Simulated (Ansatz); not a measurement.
The calculation's input:

```
crystal:
  periodic: [false, false, false]
  atoms:
    - {symbol: Si, position_ang: [-0.697873, 0.896109, -0.428773]}
    - {symbol: N, position_ang: [0.337874, -1.350795, 0.962486]}
    - {symbol: H, position_ang: [-1.194355, 2.082766, -1.187486]}
    - {symbol: H, position_ang: [-1.586605, -0.239129, -0.772718]}
    - {symbol: H, position_ang: [-0.796839, 1.232079, 1.011430]}
    - {symbol: H, position_ang: [1.134881, -1.133819, 1.548673]}
    - {symbol: S, position_ang: [1.319365, 0.632593, -1.103998]}
    - {symbol: H, position_ang: [-0.408172, -1.677062, 1.564471]}
    - {symbol: H, position_ang: [0.603247, -2.117664, 0.356431]}
    - {symbol: H, position_ang: [1.288476, 1.674822, -1.950517]}
basis:
  gaussian: {orbitals: def2-TZVPP}
hamiltonian: {xc: pbe0, dispersion: d4}
output: {orbitals: {seedname: orbitals}}
```

Run with:

```sh
ansatz run in.yaml --threads 4 --pin off --events-out ev --progress --plain --max-ram 9574MiB
```

The product side of a reaction path; geometry: PBE0-D4/def2-TZVP.

All numbers below come from Ansatz, RKS PBE0-D4/def2-TZVPP.

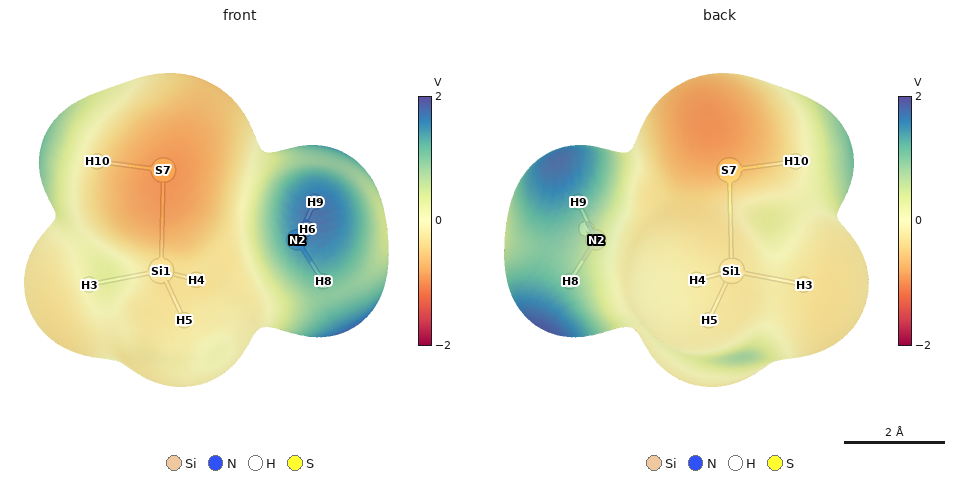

H$_{4}$SSi···NH$_{3}$. The molecular electrostatic potential painted on the density surface at 0.002 e/bohr³, seen from the front and from behind; the colour scale runs from red (negative) to blue (positive).

> Where is the surface potential most negative and most positive?

The most negative region (about −1.0 V) lies over S7, the most positive (about +1.8 V) over H6, H8 and H9.
